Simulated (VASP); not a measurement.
Band structure of SiC (zinc blende). All values below come from MS2 meta-GGA, VASP's PBE PAW potentials (set 64) (plane waves; VASP 6.6.1).

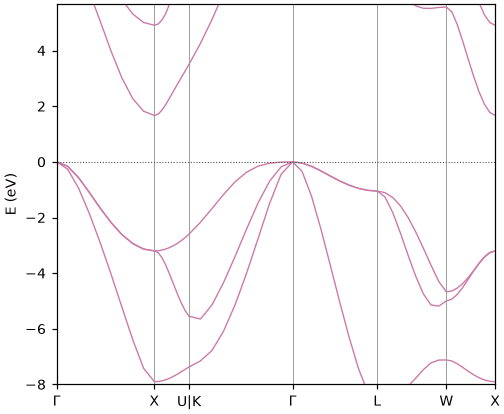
Figure: Bands along high-symmetry lines, zero at the valence-band maximum or, without a gap, the Fermi level

Problem. Read the plot: is there a gap, and where are the band edges?

Solution. The gap is indirect, 1.67 eV, from the valence maximum at Γ to the conduction minimum at X.

Measured: gap 2.53 eV (computed value off by -0.86 eV), as given by Wei Chen et al., Physical Review Materials (2018), doi:10.1103/physrevmaterials.2.073803 [zero-point renormalisation of 0.11 eV added back (the table's ZPR column)].

The compound is SiC in the zinc blende structure. It was relaxed first.
